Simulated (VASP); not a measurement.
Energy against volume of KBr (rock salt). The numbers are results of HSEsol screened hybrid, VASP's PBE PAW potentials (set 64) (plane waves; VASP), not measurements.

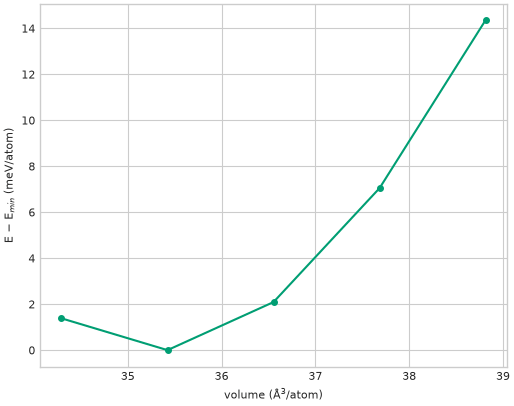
*Energy against volume*

Task: Estimate the equilibrium volume and the bulk modulus.

Result: The minimum lies near 35.3 Å³/atom, and the curvature gives B0 of about 16 GPa.

The compound is KBr in the rock salt structure. It was relaxed first. The cell's shape comes from a PBE relaxation.
